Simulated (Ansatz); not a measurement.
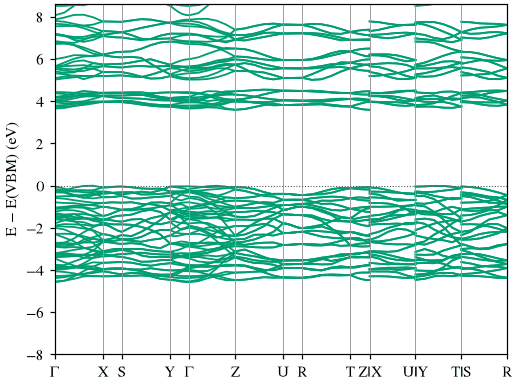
Figure. Band structure from DFT-r²SCAN in the program Ansatz with PAW potentials

The gap is 3.59 eV; an edge lies off the plotted path or next to a special point (maximum on the Γ–X line, 73 % of the way from Γ, minimum on the Γ–Z line, 97 % of the way from Γ).

The material is ZrTiO$_{4}$ in space group Pbcn (No. 60; Zr on 4c, Ti on 4c, O on 8d, O on 8d).

The start of the workflow was typed in or built on a structure type; neither database checked (COD, Materials Project) lists it. Whether it is the stable phase at ambient conditions was not checked. The cell was relaxed with r²SCAN under the symmetry of its start; its stability against distortions is not shown here. The workflow began spin-polarised and lost its moments. Scalar-relativistic: spin–orbit coupling is off unless named, which matters more the heavier the elements.

Potentials: the later of the program's two PAW sets.
